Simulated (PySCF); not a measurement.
C5H13NSi (SMILES N[SiH2]C1CCCC1)

The calculation's input:

```
{"job": {"kind": "uv", "xc": "wB97X-D", "basis": "def2-SVPD", "nstates": 8, "ntriplets": 3}, "charge": 0, "multiplicity": 1}
N      3.038550    -0.543271    -0.189529
Si     1.870612     0.578692    -0.778872
C      0.172390    -0.177053    -0.400091
C     -0.147335    -0.346073     1.085731
C     -1.667350    -0.556592     1.133260
C     -2.218871     0.070643    -0.161238
C     -1.003992     0.671069    -0.877311
H      4.013449    -0.352617    -0.352417
H      2.919305    -0.934523     0.731062
H      2.116004     0.671617    -2.218998
H      1.928237     1.925824    -0.181688
H      0.093752    -1.160203    -0.875400
H      0.393570    -1.178179     1.536546
H      0.118866     0.564621     1.627250
H     -2.102464    -0.097805     2.020985
H     -1.899489    -1.621662     1.165247
H     -2.976750     0.825902     0.044509
H     -2.677786    -0.696775    -0.785921
H     -1.114287     0.659342    -1.961040
H     -0.861560     1.707720    -0.565120
```

Run with:

```sh
OMP_NUM_THREADS=1 python probes_run.py task.json out
```

Geometry: GFN2-xTB.

Computed with PySCF 2.14.0, wB97X-D/def2-SVPD, SCF density, gas phase.

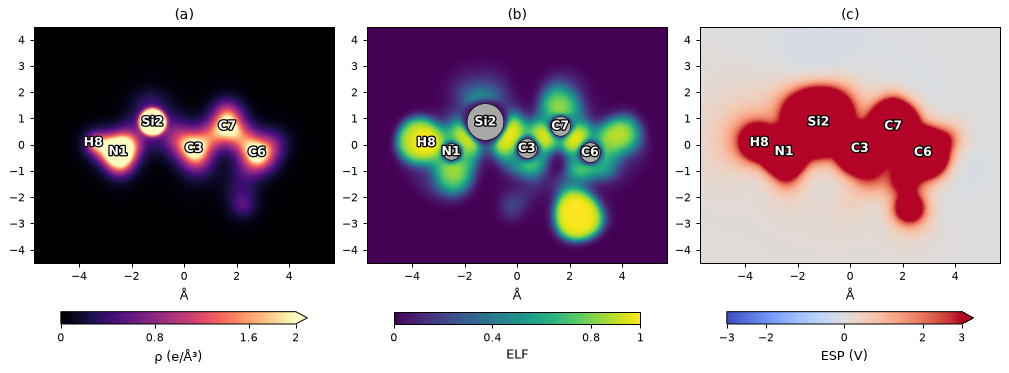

Figure 1. (a) electron density; (b) electron localisation function; (c) molecular electrostatic potential on the plane of atoms Si2, N1 and H8. Grey discs cover the atomic cores in the ELF map.

Q: What does the map show?

A: The section cuts through N, Si, C and H sites. C–C (1.53 Å): ρ at the midpoint is about 1.6 e/Å³; the ELF peaks at about 0.95 between the atoms: a shared electron pair. Si–N (1.72 Å): the density is about 1.1 e/Å³ at the midpoint; the ELF peaks at about 0.90 between the atoms: a polar covalent bond. C–Si (1.90 Å): ρ at the midpoint is about 0.95 e/Å³; the ELF peaks at about 1 between the atoms: a shared electron pair. N–H (1.01 Å): the density is about 2.8 e/Å³ at the midpoint; the ELF climbs to about 1 towards the hydrogen, as it does in any bond to H: an ordinary covalent bond to hydrogen. The potential has no marked negative region in this plane.

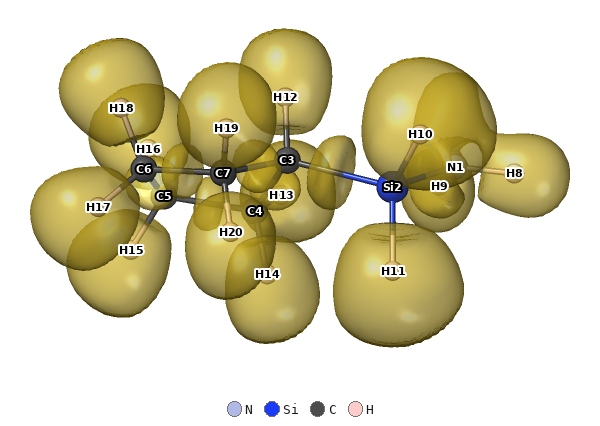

Figure 2. Isosurface of the ELF at 0.8 (yellow), seen from one side. Core shells and regions of very low density are left out.

Q: Identify the bonds, lone pairs and shells in this picture.

A: The ELF exceeds this value in five regions between bonded C–C atoms (shared pairs), one region between bonded C–Si atoms (shared pairs), eleven regions around hydrogen nuclei and one joined region spread over several atoms (H, N), in which their bonds and any lone pairs are merged.

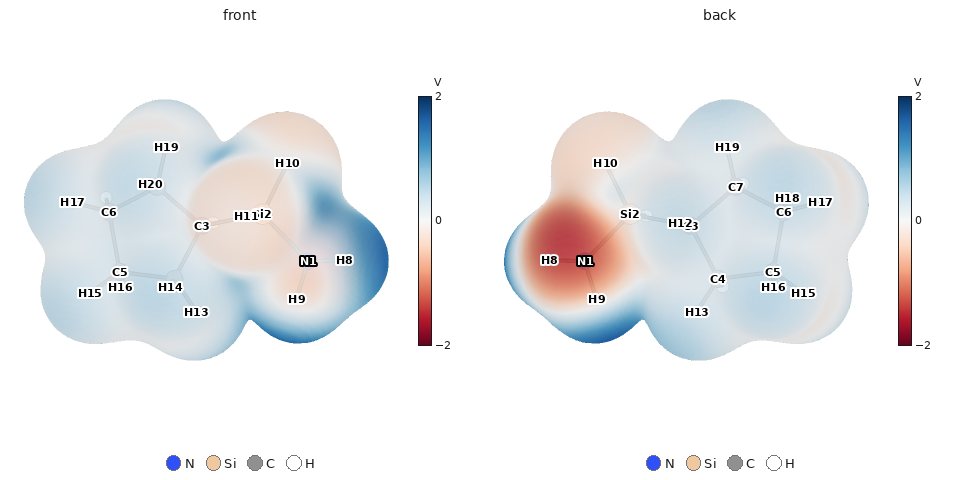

Figure 3. The molecular electrostatic potential painted on the density surface at 0.002 e/bohr³, seen from the front and from behind; the colour scale runs from red (negative) to blue (positive).

Q: Which sites attract a positive test charge, and which a negative one?

A: A positive charge is drawn to the negative regions and a negative charge to the positive ones. The most negative region (about −1.4 V, or −32 kcal/mol for a unit charge) lies over N1, the most positive (about +1.5 V, or +35 kcal/mol for a unit charge) over H8 and H9. N1 is the likeliest acceptor of a hydrogen bond.

Q: How polar is the molecule by this calculation?

A: Its dipole moment is 0.93 D.
